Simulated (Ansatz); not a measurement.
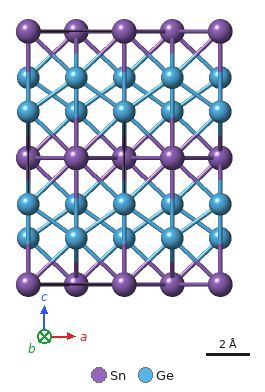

Crystalline SnGe₂ (a generated structure, set up in Fmmm), before the relaxation. The picture is a ball-and-stick view of the conventional cell (4 times the calculation's cell), repeated 2 × 1 × 1 with one cell outlined, seen along the b axis. Lengths and directions refer to the drawn axes.

Level of theory: DFT PBE, scalar-relativistic, plane waves, PAW in Ansatz.

Input file:
```yaml
crystal:
  lattice:
    - [0.0, 2.4722972609, 5.9456497049]
    - [2.2546211943, 0.0, 5.9456497049]
    - [2.2546211943, 2.4722972609, 0.0]
  atoms:
    - { symbol: Sn, position: [0.0, 0.0, 0.0] }
    - { symbol: Ge, position: [0.6826632057, 0.6826632057, 0.3173367943] }
    - { symbol: Ge, position: [0.3173367943, 0.3173367943, 0.6826632057] }
basis:
  ecutwfc: 420
kpoints:
  mp_grid: { grid: [14, 14, 14] }
hamiltonian:
  xc: pbe
scf:
  occupations: { method: gaussian, width: 0.1 }
output:
  forces: true
  stress: true
  eigenvalues: true
  write_density: true
  write_potential: true
  elf: true
  volumetric_format: npy
relax:
  adjacent_minimum: "off"
  f_tol: 0.01
  max_steps: 80
  cell: { stress_tol: 0.05 }
```

Launched with:
```bash
ansatz run input.yaml --threads 1 --pin off --max-ram 2560MiB --backend cpu --events-out ev --progress --plain --runs-dir out
```

**What does the optimiser find from here?**

The largest moves relative to the cell, 0.045 Å, are those of Ge2 and Ge3. Ge2 goes along +c. Sn stays in place. The drawn cell changes as follows: a 4.509 → 4.896 Å (+8.6 %), b 4.945 → 4.897 Å (−1.0 %), c 11.891 → 11.018 Å (−7.3 %); the volume changes by −0.4 %. Near-neighbour distances that change, for instance: Sn1–Ge2 3.774 → 3.452 Å, Ge2–Ge3 2.946 → 2.818 Å, Sn1–Sn1 3.346 → 3.462 Å, Sn1–Ge2 (another image) 3.291 → 3.198 Å. Bond angles that change, for instance: Ge2–Ge3–Ge2 109.2° → 120.6°, Sn1–Ge3–Ge2 79.3° → 69.7°, Sn1–Ge3–Sn1 92.1° → 99.9°. The space group (tolerance 0.01 Å) goes from Fmmm (No. 69) to I4/mmm (No. 139). After 9 accepted moves (12 points after the start) the energy has fallen by 23.6 meV per cell of the calculation. The largest force component goes from 0.012 to 0.00015 eV/Å. The pressure goes from 0.46 to 0.01 GPa. The line search rejected the trial step at point 6 of the run. The SCF was repeated twice at an unchanged geometry on a basis and grid sized afresh for the cell, which shifted the energy by 0.7 meV per cell of the calculation at most. The run took 6.2 min on 1 thread of Intel(R) Xeon(R) Platinum 8488C (Sapphire Rapids), on a shared host, peak memory 0.91 GiB.

The structure at the end:

```xyz
3
Lattice="0.0000 2.4486 5.5092 2.4479 0.0000 5.5092 2.4479 2.4486 0.0000" Properties=species:S:1:pos:R:3 pbc="T T T"
Sn    2.4479    2.4486   11.0183
Ge    2.4479    2.4486    7.5663
Ge    2.4479    2.4486    3.4520
```

After the run, drawn alike:

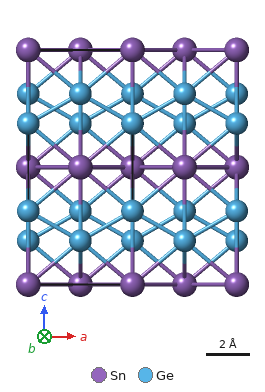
